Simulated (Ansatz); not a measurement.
# MgZrO3 (built on the sites of a database entry of BaZrO3): from the cell to its phonons, part 3 of 3

Aim: the vibrations of MgZrO3 (built on the sites of a database entry of BaZrO3), their spectra, and whether the structure is stable.

Ansatz 0.2.0; DFT PBEsol, scalar-relativistic, plane waves, PAW.

So far, highest frequency on the path or at a solved wavevector (cm⁻¹): step 8 (response at finite wavevector) 912. Also lowest frequency on the path (cm⁻¹): step 8 -301. The relaxed cell has a = 4.073 Å (conventional setting).

The structure was built from a prototype and need not be the compound's stable phase.

**9. Finite displacements in a supercell**

Finite displacements in a 2×2×2 supercell give force constants from forces alone. They are exact at the wavevectors that the supercell holds, where they check the linear-response result.

Input file input.yaml:

```yaml
crystal:
  lattice:
    - [4.0725944006, 0.0, 0.0]
    - [0.0, 4.0725944006, 0.0]
    - [0.0, 0.0, 4.0725944006]
  atoms:
    - { symbol: Mg, position: [0.0, 0.0, 0.0] }
    - { symbol: Zr, position: [0.5, 0.5, 0.5] }
    - { symbol: O, position: [0.0, 0.5, 0.5] }
    - { symbol: O, position: [0.5, 0.0, 0.5] }
    - { symbol: O, position: [0.5, 0.5, 0.0] }
kpoints:
  mp_grid: { grid: [12, 12, 12] }
hamiltonian:
  xc: pbesol
scf:
  occupations: { method: fixed }
output:
  eigenvalues: true
phonons:
  method: fd
  supercell: [2, 2, 2]
  temperatures: { t_max: 1000, t_step: 50 }
  qpath:
    path:
      - [[0.0, 0.0, 0.0], [0.0, 0.5, 0.0], [0.5, 0.5, 0.0], [0.0, 0.0, 0.0], [0.5, 0.5, 0.5], [0.0, 0.5, 0.0]]
      - [[0.5, 0.5, 0.5], [0.5, 0.5, 0.0]]
    npoints: 10
  non_analytic_term:
    high_frequency_dielectric_tensor: [[5.2162, 0.0, 0.0], [0.0, 5.2162, 0.0], [0.0, 0.0, 5.2162]]
    born_effective_charges:
      - { species: Mg, tensor: [[2.6891, 0.0, 0.0], [0.0, 2.6891, 0.0], [0.0, 0.0, 2.6891]] }
      - { species: Zr, tensor: [[5.8263, 0.0, 0.0], [0.0, 5.8263, 0.0], [0.0, 0.0, 5.8263]] }
      - { species: O, tensor: [[-4.9695, 0.0, 0.0], [0.0, -1.773, 0.0], [0.0, 0.0, -1.773]] }
      - { species: O, tensor: [[-1.773, 0.0, 0.0], [0.0, -4.9695, 0.0], [0.0, 0.0, -1.773]] }
      - { species: O, tensor: [[-1.773, 0.0, 0.0], [0.0, -1.773, 0.0], [0.0, 0.0, -4.9695]] }
    source: "zone-centre run at this cell"
```

Started as:

```console
$ ansatz run input.yaml --threads 8 --pin off --max-ram 14336MiB --backend cpu --events-out ev --progress --plain --runs-dir out
```

Numbers of over 12 decimals in the logs are rounded to 6 here.

The log of the run:

```text
[...]
Crystal: 40 atoms, lattice volume = 540.385 Å³
Basis set: ecut = 420 eV, 10635 PW (Γ), exchange–correlation on 120×120×120 points (8 copies of the dense FFT grid, shifted against one another)
Bands: 200, of which v1, the nominal top of the filled ones, is band 160 counted from 1 (159 counted from 0)
Symmetry: 384 space group operations
k-points: 20 of 216
[...]
SCF iter   1: F=—  HF=-61826.353702 eV  |F-HF|=—  |Δ(HF+E_count)|=         —  Δρ=1.90e-8  dr2=1.38e-12  ethr=1.00e-12  ⟨swp⟩=3.0  Hψ=9816  notcnv=0
[...]
SCF iter   2: F=-61826.353702 eV  HF=-61826.353702 eV  |F-HF|=1.46e-11  |Δ(HF+E_count)|=  2.18e-11  Δρ=1.13e-8  dr2=5.57e-13  ethr=1.00e-12  ⟨swp⟩=2.0  Hψ=7390  notcnv=0
SCF 1 converged in 2 iterations: F = -61826.353702 eV  dr2 = 5.57e-13
[...]
Symmetry: 6 space group operations
k-points: 32 of 216 (time reversal used)
[...]
SCF iter  10: F=-61826.353706 eV  HF=-61826.353706 eV  |F-HF|=7.28e-12  |Δ(HF+E_count)|=  7.28e-12  Δρ=8.25e-9  dr2=3.69e-13  ethr=1.00e-12  ⟨swp⟩=4.4  Hψ=21426  notcnv=0
SCF 2 converged in 10 iterations: F = -61826.353706 eV  dr2 = 3.69e-13
[...]
SCF iter  10: F=-61826.353630 eV  HF=-61826.353630 eV  |F-HF|=7.28e-12  |Δ(HF+E_count)|=  7.28e-12  Δρ=1.36e-8  dr2=8.22e-13  ethr=1.00e-12  ⟨swp⟩=4.2  Hψ=21489  notcnv=0
SCF 3 converged in 10 iterations: F = -61826.353630 eV  dr2 = 8.22e-13
Symmetry: 2 space group operations
k-points: 68 of 216 (time reversal used)
[...]
SCF iter  10: F=-61826.353671 eV  HF=-61826.353671 eV  |F-HF|=0.00e0  |Δ(HF+E_count)|=  7.28e-12  Δρ=7.89e-9  dr2=4.95e-13  ethr=1.00e-12  ⟨swp⟩=5.0  Hψ=47131  notcnv=0
SCF 4 converged in 10 iterations: F = -61826.353671 eV  dr2 = 4.95e-13
SCF converged after 2 iterations
Free energy (F): -61826.353702 eV
[...]
Internal energy: -61826.353702 eV  (E = F + TS)
E sigma→0 (E₀):  -61826.353702 eV
Fermi energy:    7.294432 eV
[...]
--- Band table (eV; the first three rows and the last of 20) ---
  k-point 0: bands = [... 156 lower, 7.2684, 7.2944, 7.2944, 7.2944, 8.0596, 9.5684, 11.0899, 11.0899, ... 36 higher]
  k-point 1: bands = [... 156 lower, 7.2342, 7.2342, 7.2699, 7.2927, 8.2824, 9.6694, 10.7860, 11.1012, ... 36 higher]
  k-point 2: bands = [... 156 lower, 7.0469, 7.0469, 7.2749, 7.2877, 8.7739, 9.9560, 10.0844, 10.8614, ... 36 higher]
  k-point 19: bands = [... 156 lower, 6.7453, 6.7453, 6.7453, 6.7453, 10.4363, 10.4363, 10.4363, 10.4363, ... 36 higher]
--- Phonons: 3 displaced members + reference (amplitude 0.0025 Å, Σ member SCF iterations 30) ---
  symmetry images taken by strict's conditions (phonons.symmetry_images: auto; settled by no image being taken that strict refuses)
  ASR residual: 2.618e-4 → 0.000e0 eV/Å²; symmetrization residual: 4.278e-5 eV/Å²
  largest component of a force at the reference: 2.1e-28 eV/Å
  ASR residual per site (eV/Å²): 2.62e-4 1.48e-4 1.21e-4 1.21e-4 1.21e-4
[...]
```

Run time: 4 min. Hardware: 8 threads of Arm Neoverse V2, shared host; peak memory 7.3 GiB.

Numbers from this step:

```
atoms in the supercell               : 40
sum-rule residual before enforcement : 2.62e-4 eV/Å²
```

Interpolated from a 2×2×2 supercell, rough between the solved points, with the LO-TO term (at Γ the limit along the path; where Γ stands inside the path, tables give the limit on arrival). The phonon branches at the labelled points (cm⁻¹):

```
    point  branch 1  branch 2  branch 3  branch 4  branch 12  branch 13  branch 14  branch 15
        Γ      -258      -258      -217      -217        279        640        640        818
        X      -215      -215      -184      -178        368        638        638        848
        M      -300      -248      -248      -151        375        636        682        881
        Γ      -258      -258      -217      -217        279        640        640        818
        R      -301      -301      -301      -215        347        672        672        912
        X      -215      -215      -184      -178        368        638        638        848
jump to R      -301      -301      -301      -215        347        672        672        912
        M      -300      -248      -248      -151        375        636        682        881
```

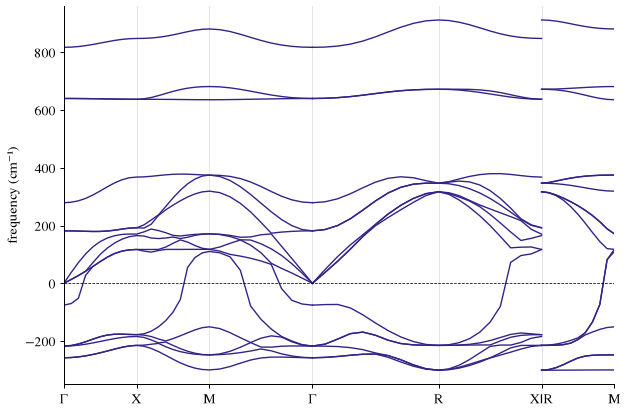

Phonon branches along the path.

The phonon density of states has structure finer than the step of the table below, so its rows give means over 50 cm⁻¹, whole bins alone (the curve runs from -305 to 915 cm⁻¹). Peaks (cm⁻¹: height): -245.0: 0.0536, -215.0: 0.0523, 185.0: 0.0305, 375.0: 0.0401, 645.0: 0.0637, 855.0: 0.0194.

Tetrahedra on a 16×16×16 mesh, mean over bins of 10 cm-1. Interpolated from a 2×2×2 supercell, rough between the solved points. Table of phonon density of states by wavenumber; means over each step:

```
wavenumber (cm⁻¹)  phonon density of states (1/cm⁻¹/cell)
             -250                                  0.0382
             -200                                  0.0406
             -150                                  0.0148
             -100                                 0.00489
              -50                                 0.00320
                0                                 0.00236
               50                                 0.00481
              100                                  0.0154
              150                                  0.0180
              200                                  0.0259
              250                                  0.0210
              300                                  0.0178
              350                                  0.0222
              400                                 0.00402
              450                                       0
              500                                       0
              550                                       0
              600                                       0
              650                                  0.0368
              700                                 0.00317
              750                                  7.0e-6
              800                                  7.2e-4
              850                                  0.0146
```

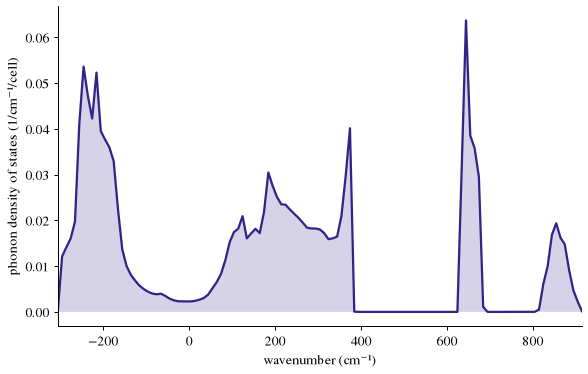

Phonon density of states, plotted against wavenumber.

At Γ the two methods differ by at most 0.0 cm⁻¹.

**10. What came out**

```
space group after relaxation (within 0.01 Å)            : Pm-3m
volume per atom                                         : 13.5 Å³
gap on the k-mesh                                       : 0.765 eV
highest optical mode at the zone centre (no LO-TO term) : 640 cm⁻¹
top of the zone-centre spectrum with the field          : 817 cm⁻¹
lowest optical zone-centre mode                         : -258 cm⁻¹
mean high-frequency dielectric constant                 : 5.22
largest Born charge (third of the trace)                : 5.83 e
lowest mode on the q mesh (acoustic modes at Γ apart)   : -301 cm⁻¹
highest frequency on the path or at a solved wavevector : 912 cm⁻¹
imaginary modes on the 2×2×2 q mesh                     : yes
```

Modes are clearly imaginary (beyond 10i cm⁻¹) at 4 of the 4 irreducible wavevectors, most at q = (-0.5, -0.5, -0.5) (300.9i cm⁻¹), so this structure is not a minimum of the energy. Without the field, the optical modes at Γ span -258 to 640 cm⁻¹ (negative means imaginary). The highest mode in this list at Γ, 640.3 cm⁻¹, is mostly motion of O (94 % of the kinetic energy). With the macroscopic field of the longitudinal modes the top of the zone-centre spectrum lies at 817 cm⁻¹, against 640 cm⁻¹ without it. Among the real modes, the strongest infrared line is at 640 cm⁻¹. Finite displacements and linear response differ by 0.0 cm⁻¹ in the highest zone-centre mode. The q mesh stands for a supercell only 8.1 Å across, so branches between the solved wavevectors are rough. The starting cell was built on a prototype and not taken from a measurement, so the phase need not exist. These are harmonic frequencies at zero temperature: anharmonic shifts, linewidths and thermal expansion are left out.

[Logs are printed without paths, hosts, clocks, repeated set-up lines and the standing remarks that a program may print on its own settings, such as how far it seeks lower states.]

[Hosts, paths, dates, database ids (printed as entryN), source tags and the programs' standing remarks are cut or masked in the printed files.]
